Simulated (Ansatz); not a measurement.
# CH6Sn (SMILES [CH3][SnH3]) at PBE-QIDH/def2-SVP (core potential)

What is the vertical ionisation energy of CH6Sn at PBE-QIDH/def2-SVP (core potential)? 

The results are computed with Ansatz 0.2.0.

42 further runs of the same task are left out: 1 that didn't finish, 41 set aside as unsound or not needed.

## 1. The molecule

The species is CH6Sn (8 atoms), meant as a singlet with charge 0. As SMILES, `[CH3][SnH3]`. The coordinates come from a PBE0-D4/def2-TZVP relaxation.

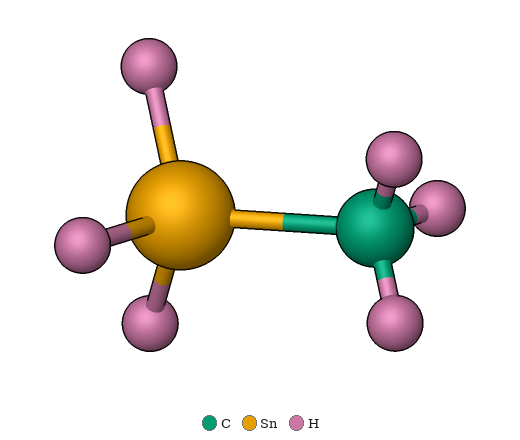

The structure, seen from a chosen angle (carbon teal, tin amber, hydrogen pink).

## 2. The energy at PBE-QIDH/def2-SVP (core potential)

The input, molecule.yaml:

```yaml
crystal:
  periodic: [false, false, false]
  atoms:
    - {symbol: C, position_ang: [1.094500, 0.367400, -0.110600]}
    - {symbol: Sn, position_ang: [-0.919400, -0.329100, 0.082100]}
    - {symbol: H, position_ang: [1.300500, 0.627700, -1.148800]}
    - {symbol: H, position_ang: [1.789300, -0.411200, 0.204000]}
    - {symbol: H, position_ang: [1.244600, 1.249200, 0.512300]}
    - {symbol: H, position_ang: [-2.012000, 0.886800, -0.417500]}
    - {symbol: H, position_ang: [-1.156700, -1.716400, -0.887800]}
    - {symbol: H, position_ang: [-1.248700, -0.731500, 1.710400]}
basis:
  gaussian: {orbitals: def2-SVP}
hamiltonian: {xc: {name: PBE-QIDH}}
correlation: {frozen_orbitals: {C: 1, H: 0, Sn: 4}}
accuracy: high
output: {orbitals: {seedname: orbitals}}
```

Started as:

```console
$ ansatz run molecule.yaml --threads 1 --pin off --max-ram 3480MiB --events-out events.jsonl --progress --plain --runs-dir runs
```

The program printed:

```text
Warning: RAYON_NUM_THREADS=1 ignored (pool sized by the plan → 1); use --threads N
Functional definition: PBE-QIDH
  name "PBE-QIDH"
  parameter a = 3^(-1/3)
  parameter c = 1/3
  exchange = (1 - a)*pbe_x + a*exact_x
  correlation = (1 - c)*pbe_c + c*(mp2_os + mp2_ss)
1743 factors; integrals over basis functions are off by at most 3.0e-9 eV
mean field evaluation 1: about -6950.7143 eV, gradient 2.6e1 eV
mean field evaluation 2: about -6950.7590 eV, gradient 2.6e1 eV
mean field evaluation 4: about -6952.5490 eV, gradient 1.2e0 eV
mean field evaluation 8: about -6952.5569 eV, gradient 1.1e-2 eV
mean field evaluation 16: about -6952.5569 eV, gradient 7.3e-7 eV
mean field -6952.55692079 eV, -255.5017542267 hartree, gradient 2.2e-8 eV, S^2 0.000000; 0 other end points of the search recorded, 0 dependent functions left out
5 core orbitals not correlated: weight in the atoms' cores, before any rotation towards them, 1.000 or more for the frozen orbitals, at most 0.000 for the correlated occupied ones
reference -6952.55692192 eV, -255.5017542684 hartree; 12, 12 occupied and 53, 53 virtual orbitals, 1743 factors
second order -8.49229762 eV of doubles, -0.00000000 eV of singles
Total energy: -6955.38768780 eV, -255.6057829955 hartree
```

Wall time 6 s (1 thread of Arm Neoverse V2, shared host); peak memory 0.21 GiB.

## 3. The doublet cation

The input, job.yaml:

```yaml
basis:
  gaussian: {orbitals: def2-SVP}
crystal:
  periodic: [false, false, false]
  atoms:
    - {symbol: C, position_ang: [1.094500, 0.367400, -0.110600]}
    - {symbol: Sn, position_ang: [-0.919400, -0.329100, 0.082100]}
    - {symbol: H, position_ang: [1.300500, 0.627700, -1.148800]}
    - {symbol: H, position_ang: [1.789300, -0.411200, 0.204000]}
    - {symbol: H, position_ang: [1.244600, 1.249200, 0.512300]}
    - {symbol: H, position_ang: [-2.012000, 0.886800, -0.417500]}
    - {symbol: H, position_ang: [-1.156700, -1.716400, -0.887800]}
    - {symbol: H, position_ang: [-1.248700, -0.731500, 1.710400]}
total_charge: 1
magnetization: {spin_polarized: true, initial_magnetization: 1}
hamiltonian: {xc: {name: PBE-QIDH}}
correlation: {frozen_orbitals: {C: 1, H: 0, Sn: 4}}
accuracy: high
output: {orbitals: {seedname: orbitals}}
```

Started as:

```console
$ ansatz run job.yaml --threads 1 --pin off --max-ram 3480MiB --events-out events.jsonl --progress --plain --runs-dir runs
```

The program printed:

```text
Warning: RAYON_NUM_THREADS=1 ignored (pool sized by the plan → 1); use --threads N
[... 6 set-up lines as earlier in the session ...]
1742 factors; integrals over basis functions are off by at most 3.3e-9 eV
mean field evaluation 1: about -6934.9622 eV, gradient 3.4e1 eV
mean field evaluation 2: about -6935.0159 eV, gradient 3.4e1 eV
mean field evaluation 4: about -6941.6557 eV, gradient 7.2e0 eV
mean field evaluation 8: about -6942.1411 eV, gradient 6.3e-1 eV
mean field evaluation 16: about -6942.1611 eV, gradient 2.7e-2 eV
mean field evaluation 32: about -6942.1612 eV, gradient 1.2e-5 eV
mean field -6942.16118018 eV, -255.1197178058 hartree, gradient 5.6e-8 eV, S^2 0.757541; 2 other end points of the search recorded, 0 dependent functions left out
5 core orbitals not correlated: weight in the atoms' cores, before any rotation towards them, 1.000 or more for the frozen orbitals, at most 0.000 for the correlated occupied ones
reference -6942.16118131 eV, -255.1197178474 hartree; 12, 11 occupied and 53, 54 virtual orbitals, 1742 factors
second order -7.54580827 eV of doubles, -0.00000000 eV of singles
Total energy: -6944.67645074 eV, -255.2121522938 hartree
```

Wall time 13 s (1 thread of Arm Neoverse V2, shared host); peak memory 0.34 GiB.

## 4. Results

Level: PBE-QIDH/def2-SVP (core potential), 5 core orbitals frozen.

```
                                                                quantity          value
                                             singlet CH6Sn: total energy  -255.60578 Eh
                        singlet CH6Sn: HOMO energy (SCF part's orbitals)      -10.28 eV
                        singlet CH6Sn: LUMO energy (SCF part's orbitals)        2.27 eV
                      singlet CH6Sn: HOMO–LUMO gap (SCF part's orbitals)       12.55 eV
                                            doublet cation: total energy  -255.21215 Eh
doublet cation: HOMO energy (SCF part's orbitals) (highest over α and β)      -16.39 eV
 doublet cation: LUMO energy (SCF part's orbitals) (lowest over α and β)      -10.56 eV
                                                    doublet cation: ⟨S²⟩          0.758
                      vertical ionisation energy (to the doublet cation)      10.711 eV
```

**Reading.** Removing an electron at fixed nuclei costs 10.71 eV (247 kcal/mol). The negative HOMO energy of the first species, 10.28 eV, lies 0.43 eV below that difference.
